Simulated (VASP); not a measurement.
Band structure of MgF₂ (rutile). Computed with revTPSS meta-GGA, VASP's PBE PAW potentials (set 64) (plane waves; VASP).

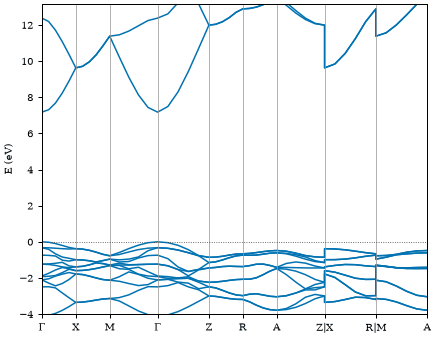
Figure: Bands along high-symmetry lines, zero at the valence-band maximum or, without a gap, the Fermi level

### Question
Read the plot: is there a gap, and where are the band edges?

### Answer
The gap is direct, 7.18 eV, from the valence maximum at Γ to the conduction minimum at Γ.

Measured: gap 12.40 eV (computed value off by -5.22 eV), as given by Andrés Aguado et al., Journal of the Physical Society of Japan (1999), arXiv:cond-mat/9901145.

The compound is MgF2 in the rutile structure. It was relaxed first.
